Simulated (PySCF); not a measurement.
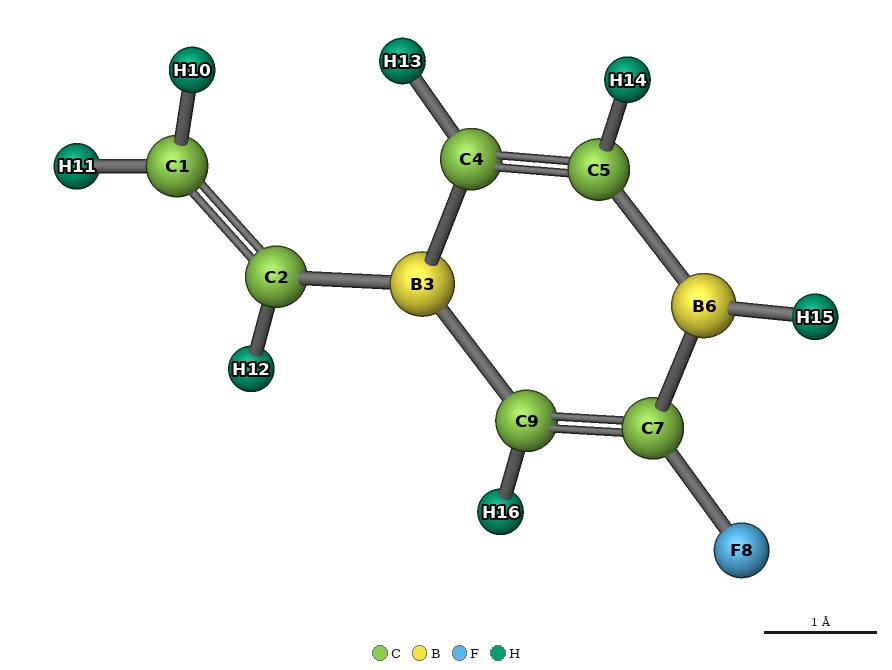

Atoms carry their numbers in the input. The geometry was computed by an optimisation with GFN2-xTB. No frequency run is at hand to confirm it as a minimum.

Which atoms are bonded, and how long are the bonds?

```csv
bond,length (Å),order
C1–C2,1.335,double
C1–H10,1.078,single
C1–H11,1.080,single
C2–B3,1.549,single
C2–H12,1.086,single
B3–C4,1.564,single
B3–C9,1.553,single
C4–C5,1.347,double
C4–H13,1.086,single
C5–B6,1.550,single
C5–H14,1.086,single
B6–C7,1.557,single
B6–H15,1.169,single
C7–F8,1.365,single
C7–C9,1.342,double
C9–H16,1.085,single
```
